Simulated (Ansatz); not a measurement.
# WNCl3: reading failed and doubtful runs

Aim: try 3 inputs for WNCl3 as typed, read how each ends, and find what has to change.

Program: Ansatz 0.2.0, Gaussian basis. Level of theory: the settings change from run to run. These are calculated values, not measurements.

### Step 1. The geometry

The structure was relaxed beforehand with PBE0-D4/def2-SVP. W takes a core potential in def2 sets; no spin-orbit term is included.

5 atoms, charge 0, spin multiplicity 1.

Atoms are counted from 1 here; the program's logs count them from 0.

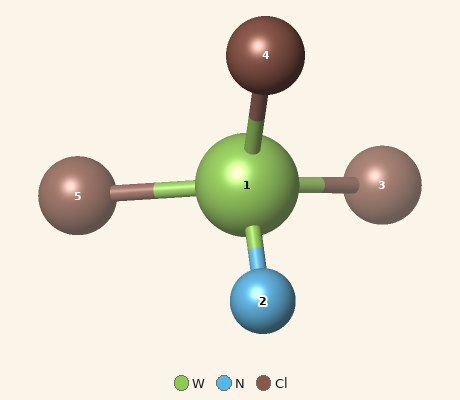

The geometry (tungsten green, nitrogen blue, chlorine brown); atoms are numbered from 1 in the order of the file.

Geometry (Å):

```xyz
5

W     0.0001   -0.0001    0.0072
N     0.0074   -0.0136    1.6588
Cl    2.1914    0.0091   -0.5652
Cl   -1.1032    1.9022   -0.5348
Cl   -1.0957   -1.8976   -0.5660
```

### Step 2. Input 1

in.yaml

```yaml
crystal:
  periodic: [false, false, false]
  atoms:
    - {symbol: W, position_ang: [0.000085, -0.000066, 0.007163]}
    - {symbol: N, position_ang: [0.007443, -0.013627, 1.658805]}
    - {symbol: Cl, position_ang: [2.191368, 0.009142, -0.565151]}
    - {symbol: Cl, position_ang: [-1.103235, 1.902164, -0.534839]}
    - {symbol: Cl, position_ang: [-1.095660, -1.897603, -0.565978]}
basis:
  gaussian: {orbitals: def2-TZVP, fitting: {mean_field: cc-pVTZ-jkfit}}
hamiltonian: {xc: {name: wB97}}
```

The run is started by

```
> ansatz run in.yaml --threads 4 --pin off --events-out ev --progress --plain --max-ram 3916MiB
```

The log of the run:

```text
Functional definition: wB97
  name "wB97"
  cite "Chai & Head-Gordon, J. Chem. Phys. 128, 084106 (2008) doi:10.1063/1.2834918"
  cite "Becke, J. Chem. Phys. 107, 8554 (1997) doi:10.1063/1.475007"
  parameter omega = 0.4/bohr
  parameter cx1 = 1.13116
  parameter cx2 = -2.74915
  parameter cx3 = 12.0900
  parameter cx4 = -5.71642
  parameter css1 = -2.55352
  parameter css2 = 11.8926
  parameter css3 = -26.9452
  parameter css4 = 17.0927
  parameter cos1 = 3.99051
  parameter cos2 = -17.0066
  parameter cos3 = 1.07292
  parameter cos4 = 8.88211
  # The coefficients of nought are those of the uniform gas.
  exchange = spin_sum(e_x_unif_sr(omega)*poly(b97_u_x, 1, cx1, cx2, cx3, cx4)) + exact_x_lr(omega)
  correlation = spin_sum(e_c_pw_same_spin*poly(b97_u_same, 1, css1, css2, css3, css4))
      + integral(e_c_pw_opposite_spin*poly(b97_u_opposite, 1, cos1, cos2, cos3, cos4))
Error: <dir> the basis set cc-pVTZ-JKFIT has no functions for W
```

Wall time 0.1 s (4 threads of Arm Neoverse V2, shared host).

**Diagnosis.** The program refused the input. The fitting set named has no entry for an element of this molecule. Cure: leave the fitting key out, or name a set that covers all elements and suits the basis.

### Step 3. Input 2

in.yaml

```yaml
crystal:
  periodic: [false, false, false]
  atoms:
    - {symbol: W, position_ang: [0.013894, -0.007142, 0.034088]}
    - {symbol: N, position_ang: [0.040877, -0.015424, 1.684715]}
    - {symbol: Cl, position_ang: [2.183531, 0.007815, -0.562391]}
    - {symbol: Cl, position_ang: [-1.063802, 1.917403, -0.508903]}
    - {symbol: Cl, position_ang: [-1.118052, -1.920558, -0.542964]}
basis:
  gaussian: {orbitals: cc-pVTZ-rifit}
hamiltonian: {xc: {name: revPBE}, dispersion: d3bjatm}
```

Launched as before.

The log of the run:

```text
Functional definition: revPBE
  name "revPBE"
  cite "Zhang & Yang, Phys. Rev. Lett. 80, 890 (1998) doi:10.1103/PhysRevLett.80.890"
  cite "Perdew, Burke & Ernzerhof, Phys. Rev. Lett. 77, 3865 (1996) doi:10.1103/PhysRevLett.77.3865"
  parameter kappa = 1.245
  parameter beta = 0.06672455060314922
  exchange = pbe_x(kappa = kappa, mu = beta*pi^2/3)
  correlation = pbe_c(beta = beta)
Error: <dir> the basis set cc-pVTZ-RIFIT has no functions for W
```

Wall time 0.05 s (4 threads of Arm Neoverse V2, shared host).

What is wrong: Refused before any calculation. The basis set is misnamed or doesn't suit the job. Its coordinates are also moved off the relaxed structure. Fix: name an orbital basis set that the library holds for every element here.

### Step 4. Input 3

in.yaml

```yaml
crystal:
  periodic: [false, false, false]
  atoms:
    - {symbol: W, position_ang: [0.000085, -0.000066, 0.007163]}
    - {symbol: N, position_ang: [0.007443, -0.013627, 1.658805]}
    - {symbol: Cl, position_ang: [2.191368, 0.009142, -0.565151]}
    - {symbol: Cl, position_ang: [-1.103235, 1.902164, -0.534839]}
    - {symbol: Cl, position_ang: [-1.095660, -1.897603, -0.565978]}
basis:
  gaussian: {orbitals: def2-mTZVP, final_grid: {core_spheres: 1, valence_spheres: 1, degree: 5}}
hamiltonian: {xc: {name: wB97M-V}}
accuracy: high
scf: {lower_state_search: off}
output: {forces: true}
```

Launched as before.

The log of the run (excerpt; [...] marks lines left out):

```text
Functional definition: wB97M-V
  name "wB97M-V"
  cite "Mardirossian & Head-Gordon, J. Chem. Phys. 144, 214110 (2016) doi:10.1063/1.4952647"
  cite "Becke, J. Chem. Phys. 107, 8554 (1997) doi:10.1063/1.475007"
  cite "Vydrov & Van Voorhis, J. Chem. Phys. 133, 244103 (2010) doi:10.1063/1.3521275"
  # Of w^i u^j: cxij and so on, Table III.
[...]
  gx(w, u) = 1 - cx + cx01*u + cx10*w
  gss(w, u) = css00 + css04*u^4 + css10*w + css20*w^2 + css43*w^4*u^3
  gos(w, u) = cos00 + cos10*w + (cos20 + cos21*u)*w^2 + (cos60 + cos61*u)*w^6
[...]
      + integral(e_c_pw_mod_opposite_spin*gos(b97_w_opposite, b97_u_opposite)) + vv10(b, c)
[...]
2282 factors; integrals over basis functions are off by at most 2.4e-8 eV
442 factors; integrals over basis functions are off by at most 2.4e-9 eV
[...]
mean field -40891.98754267 eV, -1502.7528246084 hartree, gradient 9.2e-8 eV, S^2 0.000000; 0 other end points of the search recorded, 0 dependent functions left out
[...]
reference -40891.98754413 eV, -1502.7528246620 hartree; 36, 36 occupied and 85, 85 virtual orbitals, 2282 factors
Total energy: -40891.98754413 eV, -1502.7528246620 hartree
Atom 0 at     0.000085    -0.000066     0.007163 Å, force     1.266116     0.125031   -14.858863 eV/Å
Atom 1 at     0.007443    -0.013627     1.658805 Å, force     0.080267    -0.119662    14.553527 eV/Å
Atom 2 at     2.191368     0.009142    -0.565151 Å, force    -0.029128    -0.003017     0.338015 eV/Å
Atom 3 at    -1.103235     1.902164    -0.534839 Å, force    -0.660259     0.756945    -0.010200 eV/Å
Atom 4 at    -1.095660    -1.897603    -0.565978 Å, force    -0.656996    -0.759298    -0.022480 eV/Å
Dipole moment:    -0.021727     0.002439    -0.296927 e Å
Checks for a lower state left out: stability, starts, cluster_reference, orbital_swaps, neighbouring_geometries, increment
```

Wall time 41 s (4 threads of Arm Neoverse V2, shared host).

Diagnosis: It ended without an error, which proves nothing about the input. The integration grid is far too coarse. Its energy carries the error of the grid. To mend it, drop final_grid and take the default grid.

### Step 5. How the tries ended

| input | level | ended | cause | time |
| --- | --- | --- | --- | --- |
| 1 | wB97/def2-TZVP | refused | the fitting set named has no entry for an element of this molecule | 0.1 s |
| 2 | revPBE/cc-pVTZ-rifit | refused | the basis set is misnamed or doesn't suit the job | 0.05 s |
| 3 | wB97M-V/def2-mTZVP | converged | the integration grid is far too coarse | 41 s |

2 refused, 1 converged. A refusal costs next to no computing time. The dangerous case is the input that converges on a wrong geometry, charge, spin, basis or grid: often only a look at the input shows it.
